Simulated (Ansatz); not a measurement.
**[OF2]+ (SMILES F[O+]F) at UCAM-B3LYP/STO-3G**

Aim: the energy change on altering one bond length of [OF2]+ at UCAM-B3LYP/STO-3G, from 2 runs. 

The results are computed with Ansatz 0.2.0.

16 further runs of the same task are left out: 13 that didn't finish, 3 set aside as unsound or not needed.

## Step 1: The system as given

The species is [OF2]+ (3 atoms), meant as a doublet with charge +1. As SMILES, `F[O+]F`. Geometry: relaxed at GFN2-xTB.

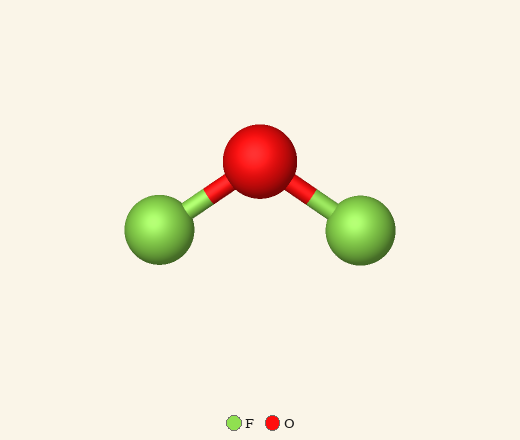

The structure, seen from a chosen angle (fluorine green, oxygen red).

## Step 2: The energy at UCAM-B3LYP/STO-3G

molecule.yaml

```yaml
crystal:
  periodic: [false, false, false]
  atoms:
    - {symbol: F, position_ang: [0.928320, -0.299370, 0.478940]}
    - {symbol: O, position_ang: [0.000600, 0.484920, 0.053430]}
    - {symbol: F, position_ang: [-0.928920, -0.185540, -0.532380]}
basis:
  gaussian: {orbitals: STO-3G}
total_charge: 1
magnetization: {spin_polarized: true, initial_magnetization: 1}
hamiltonian: {xc: {name: CAM-B3LYP}}
accuracy: high
```

The run is started by

```
$ ansatz run molecule.yaml --threads 1 --pin off --max-ram 2610MiB --events-out events.jsonl --progress --plain --runs-dir runs
```

Log:

```text
Warning: RAYON_NUM_THREADS=1 ignored (pool sized by the plan → 1); use --threads N
Functional definition: CAM-B3LYP
  name "CAM-B3LYP"
  parameter alpha = 0.19
  parameter beta = 0.46
  parameter omega = 0.33/bohr
  parameter ac = 0.81
  exchange = (1 - alpha - beta)*b88_x + beta*b88_x_sr(omega) + alpha*exact_x + beta*exact_x_lr(omega)
  correlation = (1 - ac)*vwn5_c + ac*lyp_c
250 factors; integrals over basis functions are off by at most 3.9e-8 eV
113 factors; integrals over basis functions are off by at most 2.2e-9 eV
mean field evaluation 1: about -7354.7982 eV, gradient 2.0e1 eV
mean field evaluation 2: about -7353.7271 eV, gradient 2.5e1 eV
mean field evaluation 4: about -7357.0762 eV, gradient 1.4e-1 eV
mean field evaluation 8: about -7357.0865 eV, gradient 1.8e-2 eV
mean field evaluation 16: about -7357.0865 eV, gradient 4.5e-6 eV
mean field -7357.08649293 eV, -270.3679418029 hartree, gradient 1.1e-8 eV, S^2 0.750428; 0 other end points of the search recorded, 0 dependent functions left out
reference -7357.08649870 eV, -270.3679420149 hartree; 13, 12 occupied and 2, 3 virtual orbitals, 250 factors
Total energy: -7357.08649870 eV, -270.3679420149 hartree
```

It took 1.4 s on 1 thread of Arm Neoverse V1, shared host; peak memory 0.11 GiB.

## Step 3: The distorted shape

input.yaml

```yaml
crystal:
  periodic: [false, false, false]
  atoms:
    - {symbol: F, position_ang: [1.160267, -0.495457, 0.585326]}
    - {symbol: O, position_ang: [0.000600, 0.484920, 0.053430]}
    - {symbol: F, position_ang: [-0.928920, -0.185540, -0.532380]}
basis:
  gaussian: {orbitals: STO-3G}
total_charge: 1
magnetization: {spin_polarized: true, initial_magnetization: 1}
hamiltonian: {xc: {name: CAM-B3LYP}}
accuracy: high
```

The run is started by

```
$ ansatz run input.yaml --threads 1 --pin off --max-ram 2610MiB --events-out events.jsonl --progress --plain --runs-dir runs
```

Log, shortened:

```text
Warning: RAYON_NUM_THREADS=1 ignored (pool sized by the plan → 1); use --threads N
[... 2 set-up lines as earlier in the session ...]
[...]
250 factors; integrals over basis functions are off by at most 5.2e-8 eV
117 factors; integrals over basis functions are off by at most 2.1e-9 eV
[...]
mean field -7356.56357088 eV, -270.3487247719 hartree, gradient 2.1e-8 eV, S^2 0.822198; 5 other end points of the search recorded, 0 dependent functions left out
reference -7356.56357688 eV, -270.3487249926 hartree; 13, 12 occupied and 2, 3 virtual orbitals, 250 factors
Total energy: -7356.56357688 eV, -270.3487249926 hartree
```

It took 2.1 s on 1 thread of Arm Neoverse V1, shared host; peak memory 0.11 GiB.

## Step 4: What came out

Level: UCAM-B3LYP/STO-3G.

| quantity | value |
| --- | --- |
| first shape: total energy | -270.36794 Eh |
| first shape: ⟨S²⟩ | 0.750 |
| distorted shape: total energy | -270.34872 Eh |
| distorted shape: ⟨S²⟩ | 0.822 |
| energy change with the F1–O2 bond stretched from 1.287 to 1.609 Å | 0.523 eV |

With the F1–O2 bond stretched from 1.287 to 1.609 Å the energy rises by 0.52 eV (12.1 kcal/mol). The first shape isn't relaxed at this level, so the change isn't measured from a minimum. The minimal basis adds a large error of its own.
